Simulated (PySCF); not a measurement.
H$_{7}$PSi$_{2}$ (SMILES [SiH3]P[SiH3])

```xyz
10

Si    1.6316    0.4752   -0.1043
P    -0.0964   -0.2762   -1.3584
Si   -1.6696   -0.1675    0.2647
H     1.7165   -0.1648    1.2452
H     1.4512    1.9475    0.0705
H     2.9006    0.2197   -0.8489
H     0.1967   -1.6604   -1.1488
H    -2.9017   -0.8612   -0.2155
H    -1.9762    1.2766    0.4921
H    -1.2349   -0.7795    1.5584
```

Geometry: PBE0-D3(BJ)/def2-SVP.

Level of theory: PySCF, PBE0/pcSseg-1, SCF density, gas phase, non-relativistic.

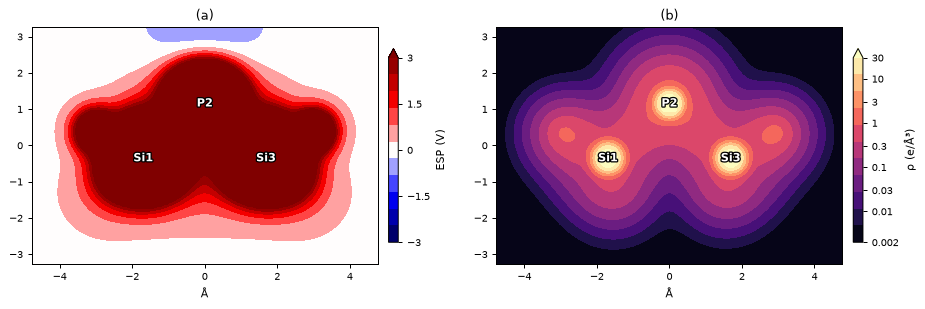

Figure 1. (a) molecular electrostatic potential; (b) total electron density on the plane of atoms Si1, P2 and Si3.

### What does the map show?

The plane passes through Si and P nuclei.
Si–P (2.26 Å): ρ at the midpoint is about 0.72 e/Å³, with its minimum of 0.63 e/Å³ about 0.8 Å from Si.
Outside the dense part of the molecule the potential is most negative (−0.6 V) near P2.

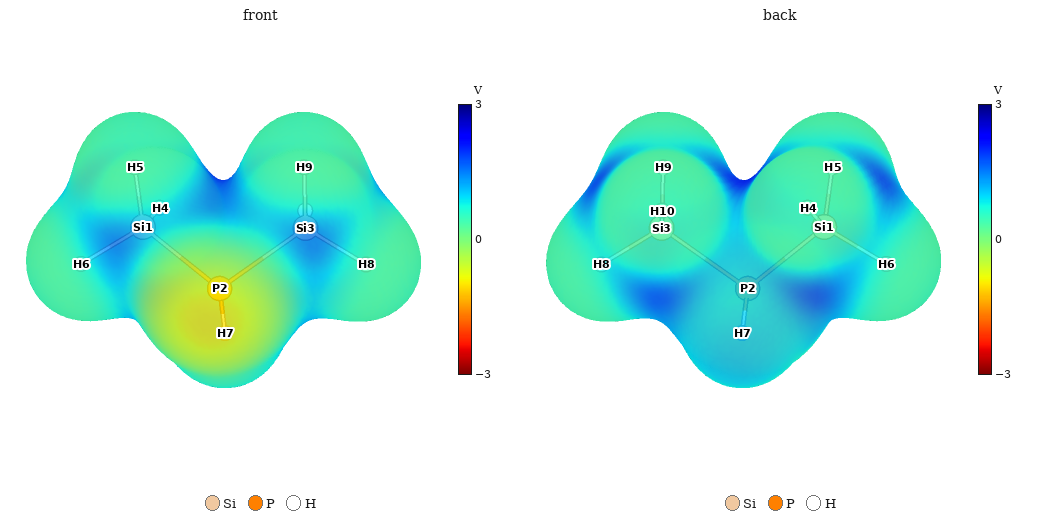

Figure 2. The molecular electrostatic potential painted on the density surface at 0.004 e/bohr³, seen from the front and from behind; the colour scale runs from red (negative) to blue (positive).

### Where is the surface potential most negative and most positive?

The most negative region (about −1.0 V) lies over P2, the most positive (about +2.0 V) over Si1 and Si3.

### How polar is the molecule by this calculation?

Its dipole moment is 0.97 D.
